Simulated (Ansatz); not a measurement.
# One shape, several levels: triplet SiF2

Aim: a comparison of 6 runs (U-r2SCAN/STO-3G, UBHLYP/STO-3G, UHSE06/STO-3G, UMP2/STO-3G, UCCSD/STO-3G, UCCSD(T)/STO-3G) of triplet SiF2. 

The results are computed with Ansatz 0.2.0.

41 further runs of the same task are left out: 3 that didn't finish, 38 set aside as unsound or not needed.

## Step 1: Starting point

The species is SiF2 (3 atoms), meant as a triplet with charge 0. As SMILES of the parent species, `F[Si]F`. The coordinates come from a PBE0-D4/def2-TZVP relaxation. That shape belongs to the parent species and isn't relaxed for this state.

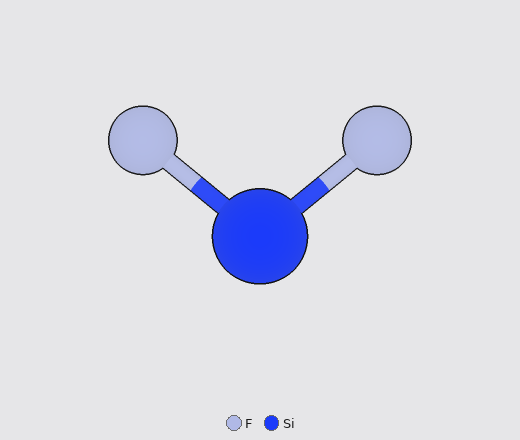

Viewed from a chosen angle; fluorine light blue, silicon blue.

## Step 2: The energy at U-r2SCAN/STO-3G (run 1)

The input, input.yaml:

```yaml
crystal:
  periodic: [false, false, false]
  atoms:
    - {symbol: F, position_ang: [0.166300, 1.246800, 0.229400]}
    - {symbol: Si, position_ang: [-0.594900, -0.046400, -0.330100]}
    - {symbol: F, position_ang: [0.428600, -1.200400, 0.100700]}
basis:
  gaussian:
    orbitals: STO-3G
magnetization:
  spin_polarized: true
  initial_magnetization: 2
hamiltonian:
  xc: {name: r2SCAN}
accuracy: high
```

The run is started by

```sh
ansatz run input.yaml --threads 1 --pin off --max-ram 2610MiB --events-out events.jsonl --progress --plain --runs-dir runs
```

The program printed:

```text
Warning: RAYON_NUM_THREADS=1 ignored (pool sized by the plan → 1); use --threads N
Functional definition: r2SCAN
  name "r2SCAN"
  parameter k0 = 0.174
  parameter k1 = 0.065
  parameter a1 = 4.9479
  exchange = r2scan_x(k0 = k0, k1 = k1, a1 = a1)
  correlation = r2scan_c
337 factors; integrals over basis functions are off by at most 2.4e-8 eV
mean field evaluation 1: about -13135.3904 eV, gradient 7.3e0 eV
mean field evaluation 2: about -13134.5070 eV, gradient 1.3e1 eV
mean field evaluation 4: about -13135.8008 eV, gradient 6.1e-2 eV
mean field evaluation 8: about -13135.7670 eV, gradient 2.1e-3 eV
mean field evaluation 16: about -13135.7670 eV, gradient 2.1e-8 eV
mean field -13135.76698919 eV, -482.7305331100 hartree, gradient 2.0e-8 eV, S^2 2.001380; 0 other end points of the search recorded, 0 dependent functions left out
reference -13135.76698968 eV, -482.7305331280 hartree; 17, 15 occupied and 2, 4 virtual orbitals, 337 factors
Total energy: -13135.76698968 eV, -482.7305331280 hartree
```

Wall time 4.5 s (1 thread of Arm Neoverse V1, shared host); peak memory 0.21 GiB.

## Step 3: A single-point energy at UBHLYP/STO-3G (run 2)

input.yaml, as its differences from that of step 2:

```diff
@@ -7,9 +7,5 @@
 basis:
-  gaussian:
-    orbitals: STO-3G
-magnetization:
-  spin_polarized: true
-  initial_magnetization: 2
-hamiltonian:
-  xc: {name: r2SCAN}
+  gaussian: {orbitals: STO-3G}
+magnetization: {spin_polarized: true, initial_magnetization: 2}
+hamiltonian: {xc: {name: BHLYP}}
 accuracy: high
```

The run is started by

```sh
ansatz run input.yaml --threads 1 --pin off --max-ram 2610MiB --events-out events.jsonl --progress --plain --runs-dir runs
```

The program printed:

```text
Warning: RAYON_NUM_THREADS=1 ignored (pool sized by the plan → 1); use --threads N
Functional definition: BHLYP
  name "BHLYP"
  parameter a = 0.5
  exchange = (1 - a)*b88_x + a*exact_x
  correlation = lyp_c
337 factors; integrals over basis functions are off by at most 2.4e-8 eV
mean field evaluation 1: about -13135.1554 eV, gradient 1.1e1 eV
mean field evaluation 2: about -13135.6840 eV, gradient 9.3e0 eV
mean field evaluation 4: about -13136.3409 eV, gradient 1.6e-1 eV
mean field evaluation 8: about -13136.3776 eV, gradient 2.7e-3 eV
mean field evaluation 16: about -13136.3776 eV, gradient 1.5e-7 eV
mean field -13136.37761586 eV, -482.7529732262 hartree, gradient 2.3e-8 eV, S^2 2.005847; 0 other end points of the search recorded, 0 dependent functions left out
reference -13136.37762965 eV, -482.7529737332 hartree; 17, 15 occupied and 2, 4 virtual orbitals, 337 factors
Total energy: -13136.37762965 eV, -482.7529737332 hartree
```

Wall time 1.6 s (1 thread of Arm Neoverse V1, shared host); peak memory 0.12 GiB.

Run 3 isn't shown in full; the table further down has it.

## Step 4: A single-point energy at UMP2/STO-3G (run 4)

The input, in.yaml:

```yaml
crystal:
  periodic: [false, false, false]
  atoms:
    - {symbol: F, position_ang: [0.166300, 1.246800, 0.229400]}
    - {symbol: Si, position_ang: [-0.594900, -0.046400, -0.330100]}
    - {symbol: F, position_ang: [0.428600, -1.200400, 0.100700]}
basis:
  gaussian: {orbitals: STO-3G}
magnetization: {spin_polarized: true, initial_magnetization: 2}
correlation: {method: mp2, frozen_orbitals: {F: 1, Si: 5}}
accuracy: high
```

The run is started by

```sh
ansatz run in.yaml --threads 1 --pin off --max-ram 2610MiB --events-out events.jsonl --progress --plain --runs-dir runs
```

The program printed:

```text
Warning: RAYON_NUM_THREADS=1 ignored (pool sized by the plan → 1); use --threads N
Functional definition: HF
  name "HF"
  exchange = exact_x
  correlation = 0
337 factors; integrals over basis functions are off by at most 2.4e-8 eV
mean field evaluation 1: about -13102.8178 eV, gradient 1.2e1 eV
mean field evaluation 2: about -13102.8894 eV, gradient 1.2e1 eV
mean field evaluation 4: about -13104.4507 eV, gradient 1.2e0 eV
mean field evaluation 8: about -13104.4848 eV, gradient 1.3e-2 eV
mean field -13104.48479985 eV, -481.5809338557 hartree, gradient 9.0e-8 eV, S^2 2.007262; 0 other end points of the search recorded, 0 dependent functions left out
7 core orbitals not correlated: weight in the atoms' cores, before any rotation towards them, 1.000 or more for the frozen orbitals, at most 0.000 for the correlated occupied ones
reference -13104.48479985 eV, -481.5809338557 hartree; 10, 8 occupied and 2, 4 virtual orbitals, 337 factors
second order -1.34679606 eV of doubles, -0.00000000 eV of singles
Total energy: -13105.83159591 eV, -481.6304276979 hartree
```

Run time: 0.12 s. Hardware: 1 thread of Arm Neoverse V1, shared host.

Run 5 isn't shown in full; the table further down has it.

## Step 5: The energy at UCCSD(T)/STO-3G (run 6)

The input, in.yaml:

```yaml
crystal:
  periodic: [false, false, false]
  atoms:
    - {symbol: F, position_ang: [0.166300, 1.246800, 0.229400]}
    - {symbol: Si, position_ang: [-0.594900, -0.046400, -0.330100]}
    - {symbol: F, position_ang: [0.428600, -1.200400, 0.100700]}
basis:
  gaussian:
    orbitals: STO-3G
magnetization:
  spin_polarized: true
  initial_magnetization: 2
accuracy: high
scf:
  omitted_lower_state_checks: [cluster_reference, increment]
correlation:
  method: ccsd_t
  frozen_orbitals: {F: 1, Si: 5}
```

The run is started by

```sh
ansatz run in.yaml --threads 1 --pin off --max-ram 2610MiB --events-out events.jsonl --progress --plain --runs-dir runs
```

The program printed:

```text
Warning: RAYON_NUM_THREADS=1 ignored (pool sized by the plan → 1); use --threads N
[... 11 lines left out ...]
7 core orbitals not correlated: weight in the atoms' cores, before any rotation towards them, 1.000 or more for the frozen orbitals, at most 0.000 for the correlated occupied ones
[... 26 lines left out ...]
Total energy: -13106.34889730 eV, -481.6494381735 hartree
Checks for a lower state left out: cluster_reference, increment
```

Run time: 0.36 s. Hardware: 1 thread of Arm Neoverse V1, shared host.

## Step 6: The series

```csv
run,level,frozen core orbitals,energy (Eh),⟨S²⟩,wall time
1,U-r2SCAN/STO-3G,–,-482.730533,2.001,4.5 s
2,UBHLYP/STO-3G,–,-482.752974,2.006,1.6 s
3,UHSE06/STO-3G,–,-482.509132,2.002,1.9 s
4,UMP2/STO-3G,7,-481.630428,2.007,0.12 s
5,UCCSD/STO-3G,7,-481.644964,2.007,0.32 s
6,UCCSD(T)/STO-3G,7,-481.649438,2.007,0.36 s
```

## Step 7: What came out

| quantity | value |
| --- | --- |
| run 6: total energy | -481.64944 Eh |
| run 6: correlation energy (7 core orbitals frozen) | -68.5 mEh |
| run 6: (T) correction | -4.47 mEh |
| run 6: ⟨S²⟩ of the reference determinant | 2.007 |
| run 6: T1 diagnostic | 0.020 |

In words: Totals of different functionals can't be ranked against each other. In runs 1, 2, 3, 4, 5, 6 the basis is minimal, so the values are rough. All runs together took 8.8 s, the longest 4.5 s.
